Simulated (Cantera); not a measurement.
Charge: 1 mol SiH2Cl2, 0.46 mol C3H8, 4.8 mol H2, at 0.940 bar.

Equilibrium computed with Cantera from the NASA thermochemical tables; the gas is ideal and each condensed phase is pure. Candidate condensed phases: C, C6H6, C7H8, C8H18, Si, SiC; 109 gas species. The tables' values for SiCl, SiCl3 are old estimates; treat these amounts as uncertain. Gases not in the tables: Si2H6 and higher silanes. Kinetics and transport are ignored.

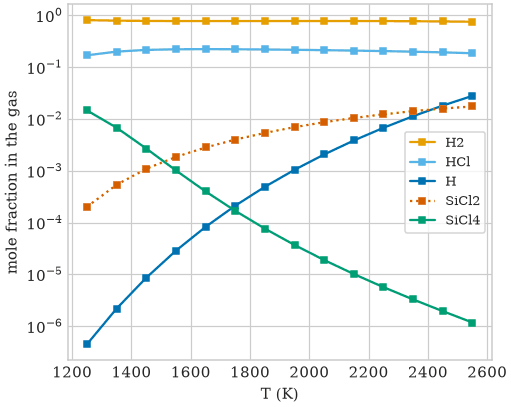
*Equilibrium gas composition (values under 1e-9 drawn at 1e-9)*

From 1250 K to 2550 K the condensed part is C(graphite) + SiC(s). The main Si-bearing gas is SiCl4 at 1250 K and SiCl2 at 2550 K.
